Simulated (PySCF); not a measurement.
# C4H8 (isobutene) at 6 levels

Aim: a comparison of 6 runs (HF/def2-SVP, HF/def2-TZVP, B3LYP/6-31G*, PBE0/def2-SVP, CAM-B3LYP/6-311G**, PBE0/def2-TZVP) of C4H8 (isobutene). 

The calculation is run with PySCF 2.14.0.

## (1) The molecule

C4H8: 12 atoms, total charge 0, spin state singlet. SMILES: `C=C(C)C`. Geometry: relaxed at PBE0-D4/def2-TZVP.

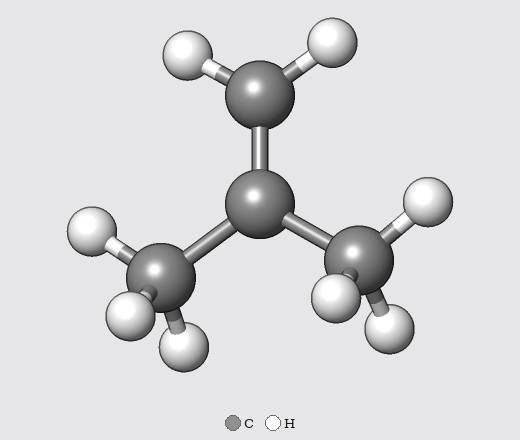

Viewed from a chosen angle; carbon grey, hydrogen white.

## (2) Energy and gradient at HF/def2-SVP (run 1)

File run.py:

```python
# C=C(C)C
from pyscf import gto, scf

mol = gto.M(
    atom='''
C     -1.084930     2.667311    -0.474113
C     -0.151386     0.371690    -0.066103
C      0.100080    -0.710102     2.532970
C      0.716395    -1.296503    -2.176265
H     -1.257575     3.430117    -2.368507
H     -1.708501     3.858386     1.072798
H     -0.976365    -2.469702     2.702894
H     -0.565387     0.601481     3.976570
H      2.072330    -1.186200     2.942171
H     -0.337014    -3.078118    -2.184070
H      0.480557    -0.393403    -4.013627
H      2.711833    -1.794975    -1.944717
''',
    unit='bohr',
    verbose=3,
    basis='def2-svp',
    max_memory=1860,
)

calc0 = scf.RHF(mol)
calc0.conv_tol = 1e-10
calc0.kernel()
if not calc0.converged:
    calc0 = calc0.newton().run(calc0.mo_coeff, calc0.mo_occ)

e_final = calc0.e_tot
print('E(%s) = %.9f' % ('HF', e_final))
grad = calc0.nuc_grad_method().kernel()
calc0.analyze()
```

Launch:

```bash
OMP_NUM_THREADS=1 python run.py
```

Log:

```text
converged SCF energy = -156.00140095699
[... 25 lines left out ...]
MO #16  energy= -0.347427185479039 occ= 2
[... 15 lines left out ...]
MO #32  energy= 0.62485791856618   occ= 0
[... 15 lines left out ...]
MO #48  energy= 0.98982021736342   occ= 0
[... 15 lines left out ...]
MO #64  energy= 1.99382979558053   occ= 0
[... 15 lines left out ...]
MO #80  energy= 2.63991828123227   occ= 0
[... 15 lines left out ...]
MO #96  energy= 3.63934667376956   occ= 0
[... 13 lines left out ...]
Dipole moment(X, Y, Z, Debye):  0.20660, -0.50880,  0.09039
```

Run time: 18 s. Hardware: 1 thread of Intel Xeon at 2.50GHz (Skylake/Cascade Lake), shared host; peak memory 0.2 GiB.

## (3) Energy and gradient at HF/def2-TZVP (run 2)

File run.py:

```python
import pyscf.grad
from pyscf import gto

mol = gto.M(
    atom='''
C     -0.574120     1.411480    -0.250890
C     -0.080110     0.196690    -0.034980
C      0.052960    -0.375770     1.340390
C      0.379100    -0.686080    -1.151630
H     -0.665480     1.815140    -1.253360
H     -0.904100     2.041770     0.567700
H     -0.516670    -1.306910     1.430310
H     -0.299190     0.318290     2.104310
H      1.096630    -0.627710     1.556930
H     -0.178340    -1.628870    -1.155760
H      0.254300    -0.208180    -2.123920
H      1.435040    -0.949860    -1.029100
''',
    basis='def2-tzvp',
    spin=0,
    max_memory=1860,
    verbose=3,
)

mf = mol.RHF()
mf.conv_tol = 1e-10
mf.kernel()
if not mf.converged:
    mf = mf.newton().run(mf.mo_coeff, mf.mo_occ)

e_tot = mf.e_tot
print('E = %.10f Eh' % e_tot)
grad = mf.Gradients().kernel()
dip = mf.dip_moment()
pop, q = mf.mulliken_pop()
```

Launch:

```bash
OMP_NUM_THREADS=1 python run.py
```

Log:

```text
converged SCF energy = -156.170168008646
[... 9 lines left out ...]
Dipole moment(X, Y, Z, Debye):  0.21226, -0.52278,  0.09287
[... 185 lines left out ...]
charge of   11H =      0.10570
```

It took 2.3 min on 1 thread of Intel Xeon at 2.50GHz (Skylake/Cascade Lake), shared host; peak memory 0.95 GiB.

## (4) Energy and gradient at B3LYP/6-31G(d) (Cartesian functions) (run 3)

File run.py:

```python
# C=C(C)C
from pyscf import gto, dft

mol = gto.Mole()
mol.atom = '''
C       -0.574120       1.411480      -0.250890
C       -0.080110       0.196690      -0.034980
C        0.052960      -0.375770       1.340390
C        0.379100      -0.686080      -1.151630
H       -0.665480       1.815140      -1.253360
H       -0.904100       2.041770       0.567700
H       -0.516670      -1.306910       1.430310
H       -0.299190       0.318290       2.104310
H        1.096630      -0.627710       1.556930
H       -0.178340      -1.628870      -1.155760
H        0.254300      -0.208180      -2.123920
H        1.435040      -0.949860      -1.029100
'''
mol.cart = True
mol.spin = 0
mol.basis = '6-31g*'
mol.max_memory = 1860
mol.verbose = 4
mol.build()

myscf = dft.RKS(mol, xc='b3lyp')
myscf.conv_tol = 1e-10
myscf.grids.level = 5
myscf.kernel()
if not myscf.converged:
    myscf = myscf.newton().run(myscf.mo_coeff, myscf.mo_occ)

energy = myscf.e_tot
print('Final energy', energy)
grad = myscf.nuc_grad_method().kernel()
myscf.analyze()
```

Launch:

```bash
OMP_NUM_THREADS=1 python run.py
```

Log:

```text
PySCF version 2.14.0

[... 102 lines left out ...]
MO #1   energy= -10.1880466088875  occ= 2
[... 14 lines left out ...]
MO #16  energy= -0.239719392241497 occ= 2
[... 14 lines left out ...]
MO #31  energy= 0.529113458883518  occ= 0
[... 14 lines left out ...]
MO #46  energy= 0.953617962796372  occ= 0
[... 14 lines left out ...]
MO #61  energy= 2.06606983618698   occ= 0
[... 14 lines left out ...]
MO #76  energy= 4.48462573165081   occ= 0
[... 91 lines left out ...]
Dipole moment(X, Y, Z, Debye):  0.19203, -0.47298,  0.08402
```

Run time: 45 s. Hardware: 1 thread of Intel Xeon at 2.50GHz (Skylake/Cascade Lake), shared host; peak memory 0.77 GiB.

Runs 4 to 5 aren't shown in full; the table further down has their settings and results.

## (5) Energy and gradient at PBE0/def2-TZVP (run 6)

File run.py:

```python
from pyscf import gto, dft

mol = gto.Mole()
mol.atom = '''
C     -0.574120     1.411480    -0.250890
C     -0.080110     0.196690    -0.034980
C      0.052960    -0.375770     1.340390
C      0.379100    -0.686080    -1.151630
H     -0.665480     1.815140    -1.253360
H     -0.904100     2.041770     0.567700
H     -0.516670    -1.306910     1.430310
H     -0.299190     0.318290     2.104310
H      1.096630    -0.627710     1.556930
H     -0.178340    -1.628870    -1.155760
H      0.254300    -0.208180    -2.123920
H      1.435040    -0.949860    -1.029100
'''
mol.basis = 'def2-tzvp'
mol.spin = 0
mol.verbose = 4
mol.max_memory = 1860
mol.build()

myscf = dft.RKS(mol, xc='pbe0')
myscf.conv_tol = 1e-10
myscf.grids.level = 5
myscf.kernel()
if not myscf.converged:
    myscf = myscf.newton().run(myscf.mo_coeff, myscf.mo_occ)

energy = myscf.e_tot
print('Final energy', energy)
grad = myscf.nuc_grad_method().kernel()
myscf.analyze()
```

Launch:

```bash
OMP_NUM_THREADS=1 python run.py
```

Log:

```text
PySCF version 2.14.0

[... 118 lines left out ...]
MO #17  energy= 0.0207555551911334 occ= 0
[... 30 lines left out ...]
MO #48  energy= 0.536940355539684  occ= 0
[... 30 lines left out ...]
MO #79  energy= 1.58322162171076   occ= 0
[... 30 lines left out ...]
MO #110 energy= 2.55410280606866   occ= 0
[... 30 lines left out ...]
MO #141 energy= 3.48029388605263   occ= 0
[... 30 lines left out ...]
MO #172 energy= 22.9793471359898   occ= 0
[... 187 lines left out ...]
Dipole moment(X, Y, Z, Debye):  0.21381, -0.52644,  0.09353
```

Run time: 3.3 min. Hardware: 1 thread of Intel Xeon at 2.50GHz (Skylake/Cascade Lake), shared host; peak memory 2.3 GiB.

## (6) Overview of the runs

```csv
run,level,Cartesian functions,integration grid,energy (Eh),dipole moment (D),HOMO energy (eV),LUMO energy (eV),wall time
1,HF/def2-SVP,no,–,-156.001401,0.56,-9.45,4.79,18 s
2,HF/def2-TZVP,no,–,-156.170168,0.57,-9.45,3.75,2.3 min
3,B3LYP/6-31G* (Cartesian functions),yes,5,-157.226908,0.52,-6.52,0.90,45 s
4,PBE0/def2-SVP,no,5,-156.911792,0.60,-6.98,0.80,69 s
5,CAM-B3LYP/6-311G**,no,5,-157.167083,0.55,-8.31,1.90,3 min
6,PBE0/def2-TZVP,no,5,-157.080357,0.58,-7.04,0.56,3.3 min
```

## (7) Outcome

| quantity | value |
| --- | --- |
| run 6: total energy | -157.08036 Eh |
| run 6: dipole moment | 0.58 D |
| run 6: HOMO energy | -7.04 eV |
| run 6: LUMO energy | 0.56 eV |
| run 6: HOMO–LUMO gap | 7.60 eV |
| run 6: largest force on an atom | 0.011 eV/Å |

What this shows: The dipole moment (its size) runs from 0.52 D (B3LYP/6-31G*) to 0.60 D (PBE0/def2-SVP). The two ends differ in method and basis. The HOMO–LUMO gap runs from 7.43 eV (B3LYP/6-31G*) to 14.24 eV (HF/def2-SVP). Totals of different functionals can't be ranked against each other. All runs together took 11 min, the longest 3.3 min.
